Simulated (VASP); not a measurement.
Band structure of SrCl₂ (fluorite). Level of theory: AM05 GGA, VASP's PBE PAW potentials (set 64) (plane waves; VASP).

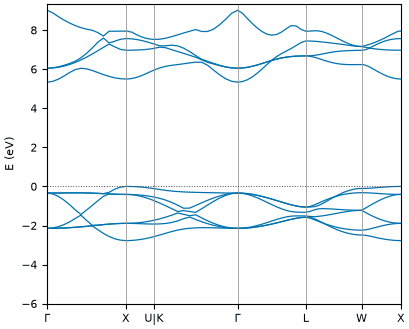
*Bands along high-symmetry lines, zero at the valence-band maximum or, without a gap, the Fermi level*

### Question
Read the plot: is there a gap, and where are the band edges?

### Answer
The gap is indirect, 5.34 eV, from the valence maximum at X to the conduction minimum at Γ. (Edges off the drawn lines would not show.)

Measured: gap 7.50 eV (computed value off by -2.16 eV), as given by Andrés Aguado et al., Journal of the Physical Society of Japan (1999), arXiv:cond-mat/9901145.

The compound is SrCl2 in the fluorite structure. The cell was not relaxed at this level.
